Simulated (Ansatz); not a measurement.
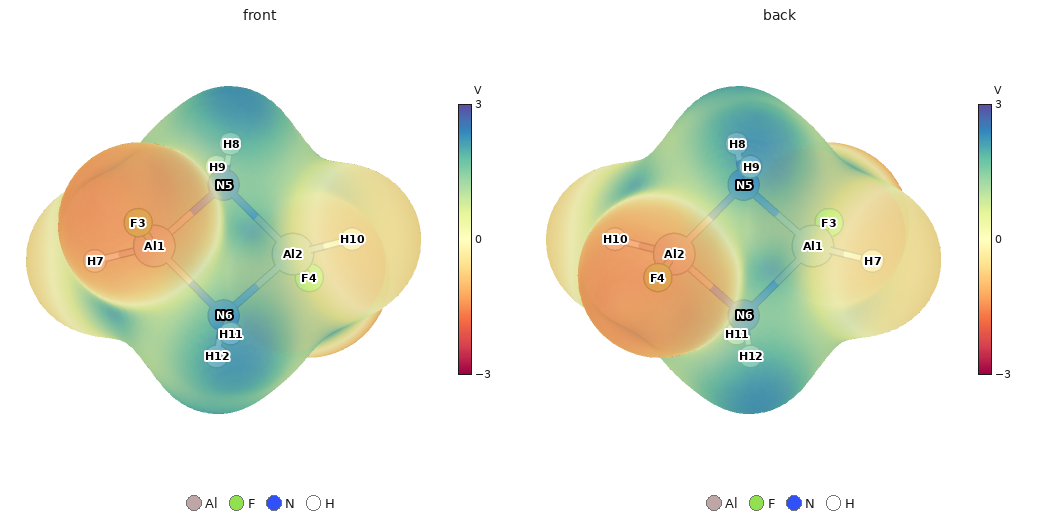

Al$_{2}$F$_{2}$H$_{6}$N$_{2}$. The electrostatic potential painted on the density surface at 0.002 e/bohr³, seen from the front and from behind; red is negative and blue positive.

Geometry: PBE0-D4/def2-SVP.

Computed with Ansatz 0.2.0, isolated molecule in a Gaussian basis; Kohn-Sham density functional theory, functional PBE0.

```xyz
12

Al   -0.3801    1.7798   -0.4526
Al   -1.4358   -0.8104   -0.1440
F     1.2631    1.8576   -0.1094
F    -3.0789   -0.8915   -0.4865
N    -0.6253    0.2149   -1.5959
N    -1.1927    0.7553    0.9987
H    -1.1731    3.0740   -0.8957
H     0.2517   -0.1555   -1.9665
H    -1.2476    0.3418   -2.3961
H    -0.6400   -2.1029    0.2993
H    -0.5720    0.6291    1.8002
H    -2.0706    1.1256    1.3673
```

Q: Describe the electrostatic potential map.

A: The most negative region (about −1.5 V) lies over F3 and F4, the most positive (about +2.3 V) over H8, H9, H11 and H12.
